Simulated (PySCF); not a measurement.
**NMR shielding calculation, with input and output: Si4H4S6**

- system: Si4H4S6 ((HSi)4S6 adamantane)
- method: GIAO PBE0/pcSseg-1 NMR shielding, non-relativistic, gas phase (PySCF 2.14.0)

The geometry comes from this level: PBE0-D3(BJ)/def2-SVP. It belongs to a series of runs on one base structure; here: H, S. Figures and captions count atoms from 1; the log counts them from 0 in places.

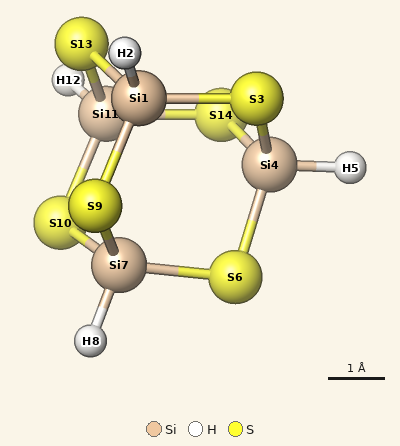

The structure (ball-and-stick view, seen at a tilt; atoms are numbered from 1 in the order of the input). Bond lengths as drawn: H–Si 1.48 Å and S–Si 2.14 to 2.15 Å.

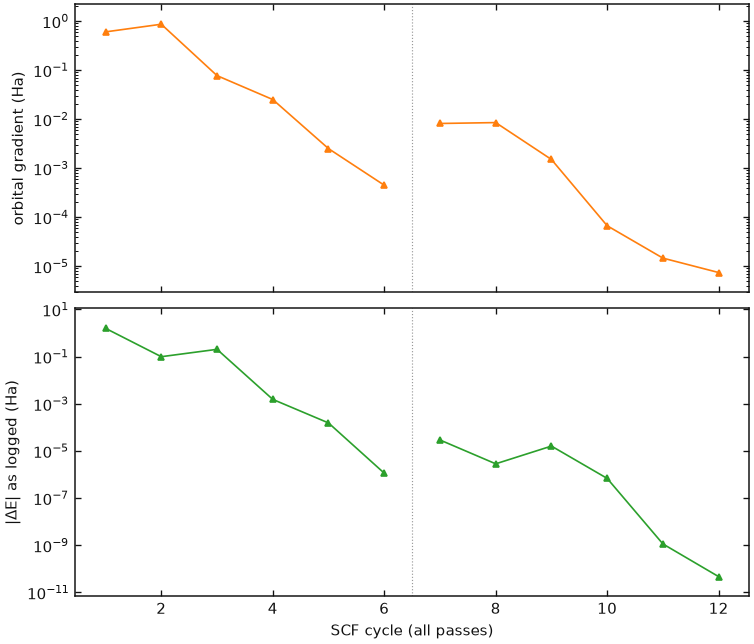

Convergence of the self-consistent field: orbital gradient and size of the energy change against the SCF cycle. The dotted line marks the change from a coarse to the final integration grid. The first 6 cycles use a coarse grid, the final grid takes over at cycle 7, and the field converges after 12 cycles in all.

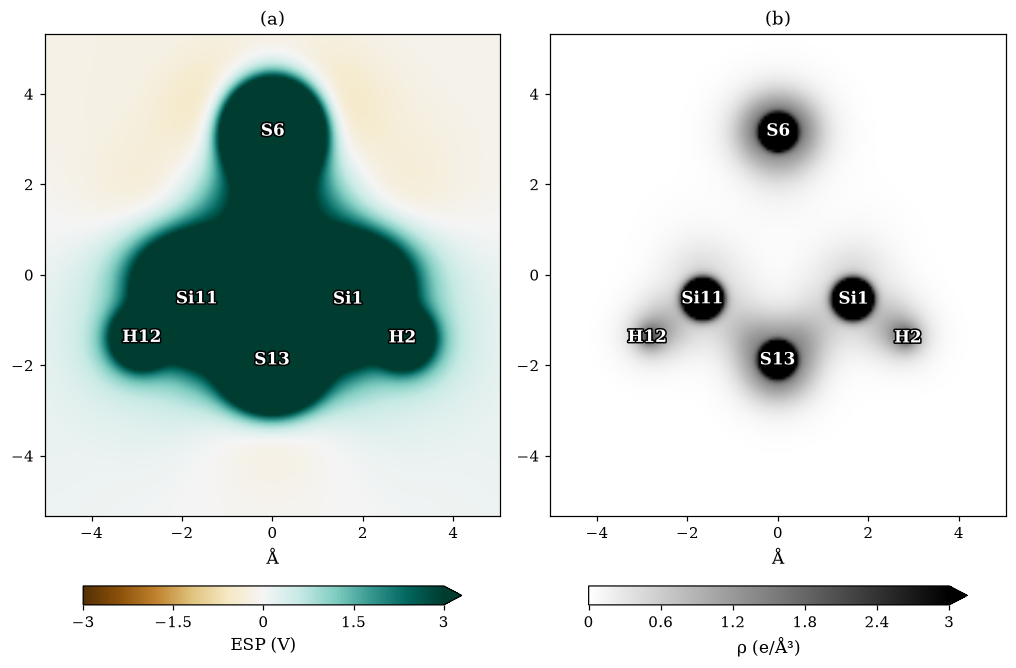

(a) electrostatic potential; (b) electron density on the plane of atoms H12, Si11 and S13. Atoms in the plane: Si, H and S.

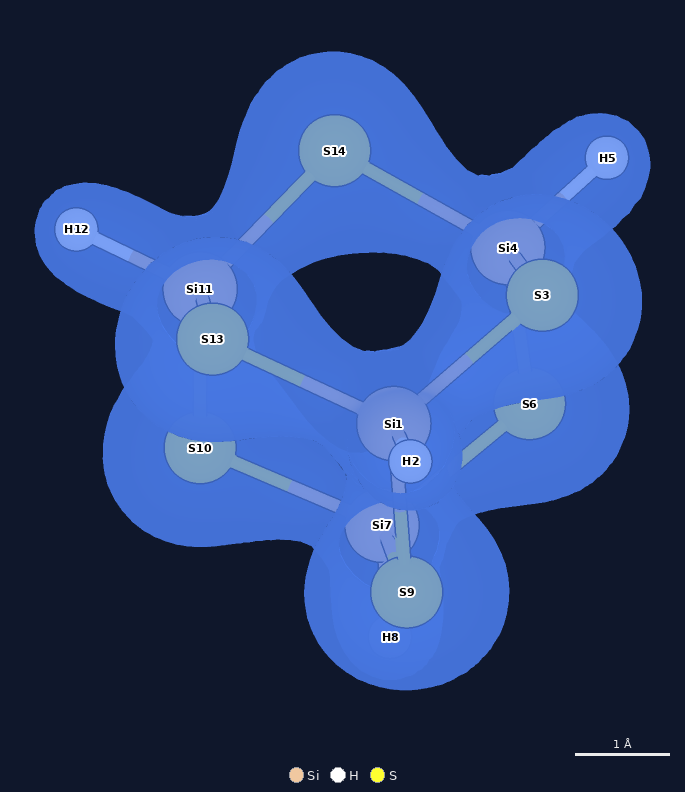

Isosurface of the total electron density at 0.4 e/Å³ (blue), seen from the side. At this value the surface is in one piece. On the grid the lowest density along these lines, outside the cores, is 0.65 e/Å³ (Si–S, 2.14 Å) and 0.82 e/Å³ (Si–H, 1.48 Å).

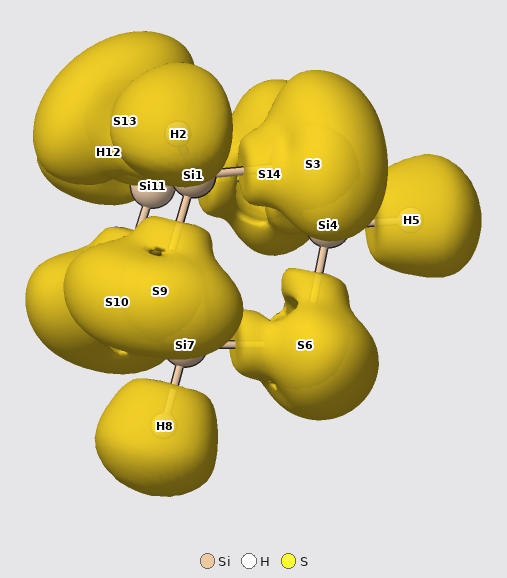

Isosurface of the ELF at 0.75 (yellow), seen at a tilt. Only the valence region is drawn (cores and ρ < 0.01 e/Å³ removed). Values along the shortest contacts: Si–H (1.48 Å): the ELF climbs to about 1 towards the hydrogen, as it does in any bond to H.

These pictures come from the run below.

Input file
```
{"job": {"kind": "nmr", "xc": "PBE0", "basis": "pcSseg-1"}, "charge": 0, "multiplicity": 1}
Si     1.981705    -0.402487     0.303579
H      3.418667    -0.691517     0.521351
S      0.927351    -1.510455     1.808656
Si    -1.117352    -1.016920     1.384672
H     -1.925770    -1.752605     2.384810
S     -1.548144     1.061986     1.697234
Si    -0.331618     2.005297     0.202059
H     -0.568273     3.460815     0.345357
S      1.768471     1.719975     0.532132
S     -0.934982     1.507863    -1.795847
Si    -0.538751    -0.598750    -1.878478
H     -0.927058    -1.030997    -3.241389
S      1.545806    -1.068580    -1.688885
S     -1.769462    -1.727458    -0.532011
```

The first line tells a small driver script what to run in PySCF; the rest is the geometry in Å.

Launch command:
```bash
OMP_NUM_THREADS=2 python <driver script> task.json out
```

Output
```
coarse grid: 18720 points
cycle   1  E = -3548.2822749357  dE =  1.573e+00  |g| = 6.002e-01  |ddm| = 4.499e+00
cycle   2  E = -3548.1836398969  dE =  9.864e-02  |g| = 8.594e-01  |ddm| = 2.365e+00
cycle   3  E = -3548.3861765554  dE = -2.025e-01  |g| = 7.699e-02  |ddm| = 1.631e+00
cycle   4  E = -3548.3877024583  dE = -1.526e-03  |g| = 2.507e-02  |ddm| = 1.654e-01
cycle   5  E = -3548.3878554942  dE = -1.530e-04  |g| = 2.503e-03  |ddm| = 4.027e-02
cycle   6  E = -3548.3878566296  dE = -1.135e-06  |g| = 4.494e-04  |ddm| = 3.568e-03
final grid: 139672 points
cycle   7  E = -3548.4553104545  dE = -2.899e-05  |g| = 8.144e-03  |ddm| = 4.334e-02
cycle   8  E = -3548.4553076294  dE =  2.825e-06  |g| = 8.491e-03  |ddm| = 2.272e-02
cycle   9  E = -3548.4553236032  dE = -1.597e-05  |g| = 1.503e-03  |ddm| = 1.423e-02
cycle  10  E = -3548.4553242826  dE = -6.793e-07  |g| = 6.692e-05  |ddm| = 2.758e-03
cycle  11  E = -3548.4553242837  dE = -1.129e-09  |g| = 1.465e-05  |ddm| = 1.173e-04
cycle  12  E = -3548.4553242837  dE = -4.638e-11  |g| = 7.446e-06  |ddm| = 3.554e-05
converged SCF energy = -3548.4553242837

GIAO shielding tensors (ppm)
atom      isotropic    diamagn.    paramagn.     s11        s22        s33       span
  0 Si     349.264     877.157    -527.893    296.027    375.671    376.095     80.068
  1 H       25.320      26.838      -1.518     21.902     21.917     32.141     10.239
  2 S      599.985    1058.679    -458.694    420.343    573.620    805.993    385.650
  3 Si     349.169     877.144    -527.975    295.795    375.720    375.993     80.199
  4 H       25.321      26.835      -1.514     21.908     21.913     32.141     10.233
  5 S      599.682    1058.671    -458.988    419.736    573.519    805.792    386.056
  6 Si     349.225     877.153    -527.929    295.964    375.750    375.960     79.996
  7 H       25.321      26.841      -1.519     21.908     21.913     32.143     10.236
  8 S      599.707    1058.693    -458.986    419.930    574.093    805.099    385.168
  9 S      600.302    1058.688    -458.386    420.809    574.196    805.900    385.091
 10 Si     349.342     877.162    -527.821    296.113    375.752    376.160     80.047
 11 H       25.323      26.843      -1.521     21.905     21.919     32.145     10.240
 12 S      600.571    1058.691    -458.119    421.371    574.140    806.203    384.831
 13 S      600.096    1058.682    -458.586    420.439    574.312    805.537    385.098
```

Summary

- outcome: converged
- total energy: −3548.455324 hartree
- HOMO: −7.87 eV
- LUMO: −2.06 eV
- dipole moment: 0.01 D
- isotropic shielding, Si: 349.2 to 349.3 ppm
- isotropic shielding, H: 25.3 ppm
- isotropic shielding, S: 599.7 to 600.6 ppm
- hardware: 2 CPU threads, shared host
- wall time: 57 s (CPU time 2.2 min)
- peak memory: 2.4 GiB
